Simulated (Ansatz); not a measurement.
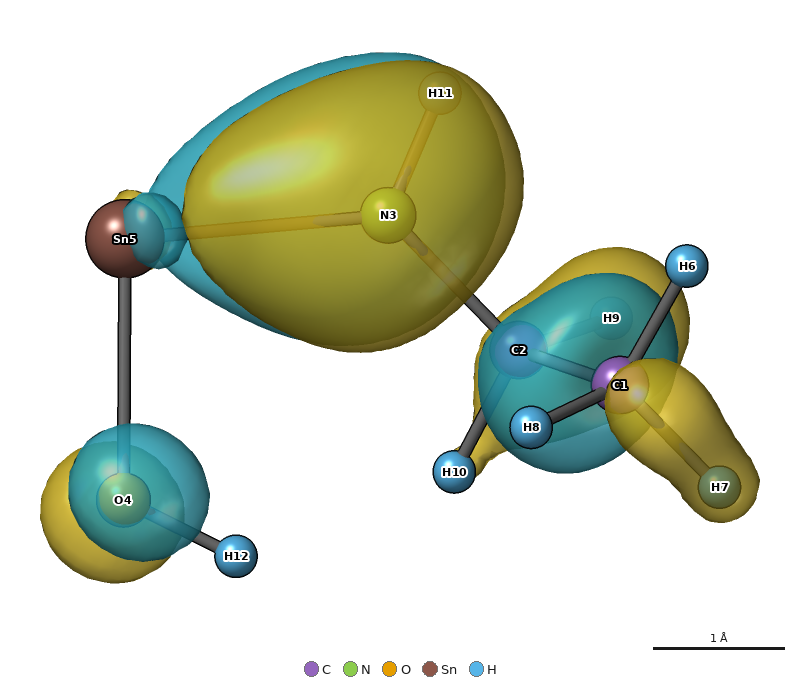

*C2H7NOSn (SMILES CC[NH][Sn][OH]). The HOMO at ±0.1 Å⁻³ᐟ² (yellow and cyan are the two phases), seen at a tilt.*

Geometry: PBE0-D4/def2-SVP; core potentials replace the inner electrons of Sn.

Computed with isolated molecule in a Gaussian basis; Kohn-Sham density functional theory, functional PBE0 in Ansatz 0.2.0.

```xyz
12

C     0.3391    0.1355   -0.5801
C     0.8417    1.2904    0.2777
N     0.9329    0.9846    1.6837
O    -1.7599    2.2842    2.0181
Sn   -0.3971    1.3950    3.1879
H     0.9957   -0.7433   -0.4790
H     0.3026    0.4103   -1.6466
H    -0.6721   -0.1673   -0.2657
H     1.8215    1.6322   -0.1073
H     0.1708    2.1590    0.1463
H     1.7432    0.4137    1.9111
H    -1.5868    2.2581    1.0699
```

Describe this orbital and give its energy.

Answer. By Hirshfeld shares it lies mainly on N3 (about 55 %), Sn5 (about 15 %), C2 (about 10 %) and C1 (about 5 %). Its energy is −6.79 eV.
